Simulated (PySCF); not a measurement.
# Frequency calculation of TaSCl$_{3}$

System: TaSCl$_{3}$.
Method: RKS-based PBE, Ta def2-SVP with ECP60, S def2-SVP, Cl def2-SVP; non-relativistic Hamiltonian with a scalar-relativistic core potential; density fitting (PySCF 2.14.0).

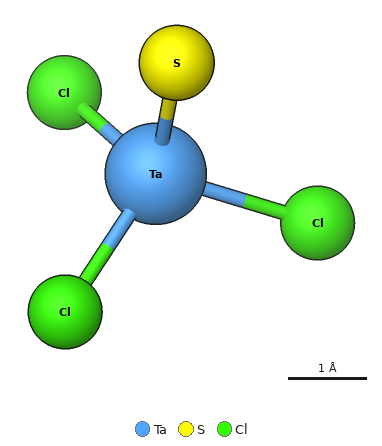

**Figure 1.** The input geometry (ball-and-stick view, seen at a tilt). Sticks mark near contacts. Bond lengths as drawn: Cl–Ta 2.30 Å and S–Ta 2.16 Å.

Key numbers

```json
{"quantity": "outcome", "value": "converged"}
{"quantity": "total energy", "value": "−1834.826484 hartree"}
{"quantity": "HOMO", "value": "−7.14 eV"}
{"quantity": "LUMO", "value": "−3.68 eV"}
{"quantity": "zero-point energy", "value": "0.005303 hartree"}
{"quantity": "dipole moment", "value": "1.25 D"}
{"quantity": "wavenumbers, lowest and highest", "value": "100 and 532 cm⁻¹"}
{"quantity": "hardware", "value": "2 threads of Arm Neoverse N1, 54 GiB of memory available, shared host"}
{"quantity": "wall time", "value": "2 min (CPU time 3.7 min)"}
{"quantity": "peak memory", "value": "1.3 GiB"}
```

Input file
```python
from pyscf import gto, scf, dft
mol = gto.M(atom='''
Ta    -0.000000    -0.010300    -0.007285
S      0.000000    -1.776210    -1.256391
Cl     1.898001    -0.080825     1.285068
Cl    -1.898001    -0.080825     1.285068
Cl    -0.000000     1.817600    -1.398811''',
    basis={'Ta': 'def2-SVP', 'S': 'def2-SVP', 'Cl': 'def2-SVP'},
    ecp={'Ta': 'def2-SVP'},
    charge=0, spin=0)
mf = dft.RKS(mol, xc='PBE')
mf.grids.atom_grid = (75, 302)
aux = {'Ta': 'def2-universal-JKFIT', 'S': 'def2-universal-JKFIT', 'Cl': 'def2-universal-JKFIT'}
mf = mf.density_fit(auxbasis=aux)
mf.conv_tol = 1e-09
mf.diis_space = 10
mf.max_cycle = 60
mf.verbose = 4
mf.kernel()
```

The script is an equivalent of the set-up of the self-consistent field. The run itself was carried out by a driver, which started from the orbitals of the step before it where there was one and computed the further properties.

Launch command:
```bash
OMP_NUM_THREADS=2 python axn.py task.json out
```

Log
```
init E= -1834.82648402857
  HOMO = -0.26249985069749  LUMO = -0.13509381669137  gap/eV = 3.46689
cycle= 1 E= -1834.82648402855  delta_E= 1.55e-11  |g|= 7.84e-06  |ddm|= 1e-05
  HOMO = -0.26250071201629  LUMO = -0.135092090749651  gap/eV = 3.46697
Extra cycle  E= -1834.82648402811  delta_E= 4.45e-10  |g|= 3.9e-05  |ddm|= 4.72e-05
converged SCF energy = -1834.82648402811
```

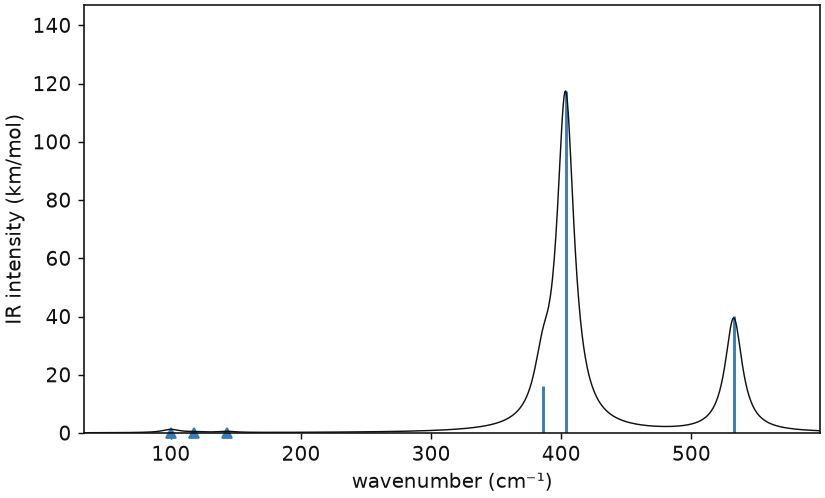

**Figure 2.** Harmonic infrared spectrum, unscaled: sticks (degenerate modes added up, dark ones marked on the axis) with a Lorentzian envelope of 16 cm⁻¹ full width, scaled to the tallest stick. 9 modes from 100 to 532 cm⁻¹, none imaginary. The strongest line is at 403 cm⁻¹ (117 km/mol). All modes, in cm⁻¹ (km/mol): 100 (0.6), 100 (0.6), 118 (0.2), 143 (0.2), 143 (0.2), 386 (16.2), 403 (59), 403 (59), 532 (40).

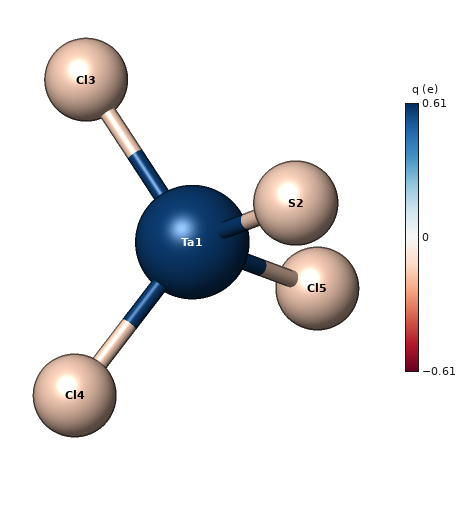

**Figure 3.** Mulliken charges, as the colour of each atom (ball-and-stick view, seen at a tilt; atoms are numbered from 1 in the order of the input). By element: Ta +0.58, S −0.14 and Cl −0.15 e.
